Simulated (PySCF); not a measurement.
**MP2/STO-6G run of SnCl2 (SMILES [Cl][Sn][Cl])**

Aim: the vertical singlet–triplet gap of SnCl2 at MP2/STO-6G, from 2 runs. The job is set up through a Python script.

The results are computed with PySCF 2.14.0.

16 further runs of the same task are left out: 6 that didn't finish, 10 set aside as unsound or not needed.

## 1. The system as given

The species is SnCl2 (3 atoms), meant as a singlet with charge 0. As SMILES, `[Cl][Sn][Cl]`. The shape comes from GFN2-xTB, which is rough for such elements, and wasn't checked as a minimum.

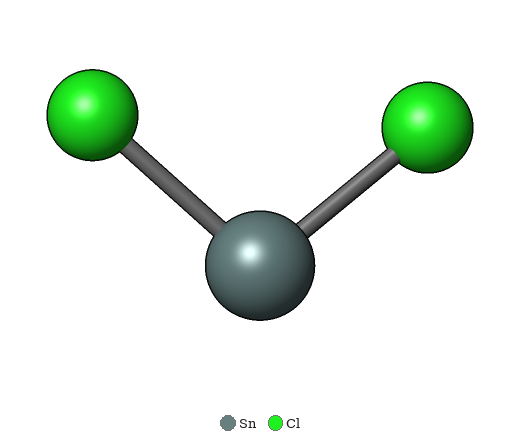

Viewed from a chosen angle; tin teal, chlorine green.

## 2. The energy at MP2/STO-6G

Contents of run.py:

```python
# SnCl2
from pyscf import gto, scf, mp

system = gto.M(
    atom='''
Sn       0.004910      -0.007160      -1.023740
Cl       1.812600      -0.019020       0.521020
Cl      -1.817510       0.026180       0.502720
''',
    basis='sto-6g',
    charge=0,
    max_memory=1860,
    verbose=3,
)

hf = scf.RHF(system)
hf.conv_tol = 1e-10
hf.kernel()
if not hf.converged:
    hf = hf.newton().run(hf.mo_coeff, hf.mo_occ)

pt = mp.MP2(hf, frozen=28).run()
e_tot = pt.e_tot
print('E = %.10f Eh' % e_tot)
```

The run is started by

```console
$ OMP_NUM_THREADS=1 python run.py
```

Standard output:

```text
converged SCF energy = -6910.42379188662
E(RMP2) = -6910.45556040085  E_corr = -0.0317685142347293
E(SCS-RMP2) = -6910.45850644006  E_corr = -0.0347145534387109
E = -6910.4555604009 Eh
```

Run time: 3.6 s. Hardware: 1 thread of Intel Xeon Platinum 8488C (Sapphire Rapids), shared host; peak memory 0.13 GiB.

## 3. The triplet

Contents of run.py:

```python
from pyscf import gto, mp

molecule = gto.Mole()
molecule.atom = '''
Sn     0.009279    -0.013530    -1.934588
Cl     3.425318    -0.035943     0.984585
Cl    -3.434596     0.049473     0.950003
'''
molecule.basis = 'sto-6g'
molecule.verbose = 3
molecule.spin = 2
molecule.charge = 0
molecule.max_memory = 1860
molecule.unit = 'bohr'
molecule.build()

mf = molecule.UHF()
mf.conv_tol = 1e-10
mf.kernel()
if not mf.converged:
    mf = mf.newton().run(mf.mo_coeff, mf.mo_occ)

pt = mp.MP2(mf, frozen=28).run()
e_final = pt.e_tot
print('E(%s) = %.9f' % ('MP2', e_final))
```

The run is started by

```console
$ OMP_NUM_THREADS=1 python run.py
```

Standard output:

```text
WARN: HOMO -0.336116997200048 >= LUMO -0.549266809042557

converged SCF energy = -6910.38868376969  <S^2> = 2.0049987  2S+1 = 3.0033306
E(UMP2) = -6910.40684408361  E_corr = -0.0181603139281438
E(SCS-UMP2) = -6910.40858537202  E_corr = -0.0199016023389248
E(MP2) = -6910.406844084
```

Run time: 3.3 s. Hardware: 1 thread of Intel Xeon Platinum 8488C (Sapphire Rapids), shared host; peak memory 0.13 GiB.

## 4. What came out

At MP2/STO-6G, 28 core orbitals frozen:

```
                                                           quantity           value
                                              singlet: total energy  -6910.45556 Eh
                      singlet: dipole moment (Hartree–Fock density)          3.52 D
                       singlet: HOMO energy (Hartree–Fock orbitals)        -6.97 eV
                       singlet: LUMO energy (Hartree–Fock orbitals)         2.54 eV
                     singlet: HOMO–LUMO gap (Hartree–Fock orbitals)         9.51 eV
              singlet: correlation energy (28 core orbitals frozen)       -31.8 mEh
                                              triplet: total energy  -6910.40684 Eh
                      triplet: dipole moment (Hartree–Fock density)          5.88 D
triplet: HOMO energy (Hartree–Fock orbitals) (highest over α and β)        -5.98 eV
 triplet: LUMO energy (Hartree–Fock orbitals) (lowest over α and β)         1.65 eV
              triplet: correlation energy (28 core orbitals frozen)       -18.2 mEh
                         triplet: ⟨S²⟩ of the reference determinant           2.005
                   vertical energy of the triplet above the singlet        1.326 eV
```

**Reading.** At this shape the triplet lies 1.33 eV (128 kJ/mol) above the singlet. In a minimal basis such a difference can be off by several eV, whatever the method. Relativity is left out (singlet) although the molecule holds a heavy atom. Mulliken charges (triplet) of the mean-field density run from -0.42 on Cl2 to +0.84 on Sn1. Relativity is left out (triplet) although the molecule holds a heavy atom.
